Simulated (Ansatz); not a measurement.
**BFH4Si: interaction energy of a dimer with the counterpoise correction**

How strongly do two molecules of BFH4Si bind, and how much of that is basis error? Aim: the interaction energy of a dimer with the counterpoise correction, for BFH4Si, run from a script. SMILES: B[SiH2]F.

All numbers are computed with the Python package of Ansatz 0.2.0. Level of theory: PBE+D4/cc-pVDZ.

### Step 1. The structure

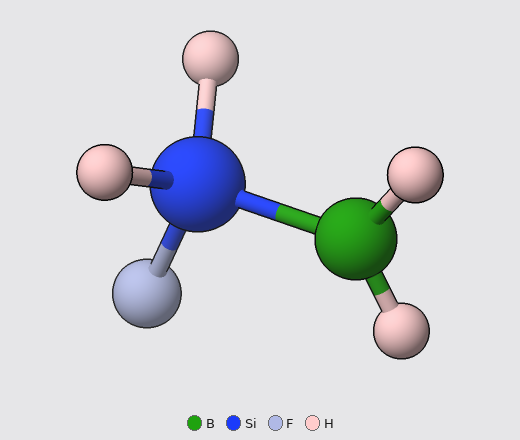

The starting structure, viewed from a chosen angle; boron green, silicon blue, fluorine light blue, hydrogen pink.

The script holds or builds the structure itself.

### Step 2. The code

The input, bfh4si.py:

```python
"""Binding of a BFH4Si dimer at a trial geometry."""

import ansatz as az

BASIS = "cc-pVDZ"
FUNCTIONAL = "pbe"
VDW = "d4"

FIRST = [
    ("B", (-0.8876, 0.2413, -0.6332)),
    ("Si", (0.6102, -0.1425, 0.4397)),
    ("F", (0.6437, -1.8027, 0.6886)),
    ("H", (-1.5825, -0.565, -1.013)),
    ("H", (-1.1565, 1.4004, -0.9589)),
    ("H", (0.5127, 0.5727, 1.7303)),
    ("H", (1.8603, 0.2958, -0.2532)),
]
SECOND = [
    ("B", (0.5559, -0.7785, 4.4406)),
    ("Si", (1.3349, 0.7645, 5.1849)),
    ("F", (0.9052, 2.0671, 4.2164)),
    ("H", (-0.0868, -0.744, 3.5117)),
    ("H", (0.7252, -1.8874, 4.954)),
    ("H", (2.8058, 0.6214, 5.2375)),
    ("H", (0.8277, 0.9724, 6.5758)),
]

def energy(atoms, ghosts=()):
    molecule = az.Crystal.molecule()
    for symbol, xyz in atoms:
        molecule = molecule.atom(symbol, xyz)
    calc = (
        molecule.calculation()
        .basis(gaussian=BASIS)
        .functional(FUNCTIONAL, dispersion=VDW)
        .accuracy("medium")
    )
    deck = calc.input()
    if ghosts:
        deck = deck.set(az.key.basis.gaussian.ghost_atoms, [{"symbol": s, "position_ang": list(xyz)} for s, xyz in ghosts])
    return az.Session.from_dict(deck).plan().execute().report["free_energy_ev"]


def main() -> None:
    # ghost atoms carry the functions of the partner
    both = energy(FIRST + SECOND)
    alone = energy(FIRST) + energy(SECOND)
    ghosted = energy(FIRST, SECOND) + energy(SECOND, FIRST)
    print(f"dimer {both:.6f} eV")
    print(f"interaction, uncorrected   {(both - alone):8.3f} eV")
    print(f"interaction, counterpoise  {(both - ghosted):8.3f} eV")
    print(f"basis-set superposition    {(alone - ghosted):8.3f} eV")


if __name__ == "__main__":
    main()
```

### Step 3. What the engine is handed

The package turns the script's settings into the engine's input (first run):

```yaml
crystal:
  periodic: [false, false, false]
  atoms:
    - { symbol: B, position_ang: [-0.8876, 0.2413, -0.6332] }
    - { symbol: Si, position_ang: [0.6102, -0.1425, 0.4397] }
    - { symbol: F, position_ang: [0.6437, -1.8027, 0.6886] }
    - { symbol: H, position_ang: [-1.5825, -0.565, -1.013] }
    - { symbol: H, position_ang: [-1.1565, 1.4004, -0.9589] }
    - { symbol: H, position_ang: [0.5127, 0.5727, 1.7303] }
    - { symbol: H, position_ang: [1.8603, 0.2958, -0.2532] }
    - { symbol: B, position_ang: [0.5559, -0.7785, 4.4406] }
    - { symbol: Si, position_ang: [1.3349, 0.7645, 5.1849] }
    - { symbol: F, position_ang: [0.9052, 2.0671, 4.2164] }
    - { symbol: H, position_ang: [-0.0868, -0.744, 3.5117] }
    - { symbol: H, position_ang: [0.7252, -1.8874, 4.954] }
    - { symbol: H, position_ang: [2.8058, 0.6214, 5.2375] }
    - { symbol: H, position_ang: [0.8277, 0.9724, 6.5758] }
accuracy: medium
basis:
  gaussian:
    orbitals: cc-pVDZ
hamiltonian:
  xc: pbe
  dispersion: d4
```

### Step 4. Running it

Launch:

```bash
> python bfh4si.py
```

What it wrote:

```text
dimer -22655.188240 eV
interaction, uncorrected     -0.076 eV
interaction, counterpoise    -0.035 eV
basis-set superposition       0.042 eV
```

It took 10 s on 1 thread of Intel Xeon Platinum 8488C (Sapphire Rapids), shared host; peak memory 0.24 GiB.

### Step 5. Inputs of later runs

The engine's inputs for some of the other runs:

Run 2, against run 1:

```diff
@@ -11,7 +10,0 @@
-    - { symbol: B, position_ang: [0.5559, -0.7785, 4.4406] }
-    - { symbol: Si, position_ang: [1.3349, 0.7645, 5.1849] }
-    - { symbol: F, position_ang: [0.9052, 2.0671, 4.2164] }
-    - { symbol: H, position_ang: [-0.0868, -0.744, 3.5117] }
-    - { symbol: H, position_ang: [0.7252, -1.8874, 4.954] }
-    - { symbol: H, position_ang: [2.8058, 0.6214, 5.2375] }
-    - { symbol: H, position_ang: [0.8277, 0.9724, 6.5758] }
```

Run 3, against run 1:

```diff
@@ -4,7 +3,0 @@
-    - { symbol: B, position_ang: [-0.8876, 0.2413, -0.6332] }
-    - { symbol: Si, position_ang: [0.6102, -0.1425, 0.4397] }
-    - { symbol: F, position_ang: [0.6437, -1.8027, 0.6886] }
-    - { symbol: H, position_ang: [-1.5825, -0.565, -1.013] }
-    - { symbol: H, position_ang: [-1.1565, 1.4004, -0.9589] }
-    - { symbol: H, position_ang: [0.5127, 0.5727, 1.7303] }
-    - { symbol: H, position_ang: [1.8603, 0.2958, -0.2532] }
```

Run 4, against run 1:

```diff
@@ -11,7 +10,0 @@
-    - { symbol: B, position_ang: [0.5559, -0.7785, 4.4406] }
-    - { symbol: Si, position_ang: [1.3349, 0.7645, 5.1849] }
-    - { symbol: F, position_ang: [0.9052, 2.0671, 4.2164] }
-    - { symbol: H, position_ang: [-0.0868, -0.744, 3.5117] }
-    - { symbol: H, position_ang: [0.7252, -1.8874, 4.954] }
-    - { symbol: H, position_ang: [2.8058, 0.6214, 5.2375] }
-    - { symbol: H, position_ang: [0.8277, 0.9724, 6.5758] }
@@ -21,0 +15,8 @@
+    ghost_atoms:
+      - { symbol: B, position_ang: [0.5559, -0.7785, 4.4406] }
+      - { symbol: Si, position_ang: [1.3349, 0.7645, 5.1849] }
+      - { symbol: F, position_ang: [0.9052, 2.0671, 4.2164] }
+      - { symbol: H, position_ang: [-0.0868, -0.744, 3.5117] }
+      - { symbol: H, position_ang: [0.7252, -1.8874, 4.954] }
+      - { symbol: H, position_ang: [2.8058, 0.6214, 5.2375] }
+      - { symbol: H, position_ang: [0.8277, 0.9724, 6.5758] }
```

Lines on the test bed's own set-up are left out of the output.

### Step 6. The engine's runs

From the records of these 5 runs:

```csv
run,system,ghost atoms,energy (eV),SCF cycles,CPU time (s)
1,B2F2H8Si2,not set,-22655.1882,17,2.9
2,BFH4Si,not set,-11327.5561,16,0.8
3,BFH4Si,not set,-11327.5559,16,0.79
4,BFH4Si,a list of 7,-11327.5698,14,2.7
5,BFH4Si,a list of 7,-11327.5839,15,2.3
```

Totals carry meaning only in balanced differences at one level of theory.

### Step 7. What came out

```
                        quantity      value
 interaction energy, uncorrected  -0.076 eV
interaction energy, counterpoise  -0.035 eV
                   runs compared          5
```

The counterpoise correction takes away 54 % of the apparent binding. Uncorrected it is -0.076 eV, with the counterpoise correction -0.035 eV; the difference, 0.04 eV, is the superposition error. The dimer is a generated trial pose of unrelaxed monomers, not a minimum, so the figure is no binding energy, and the basis set is small.
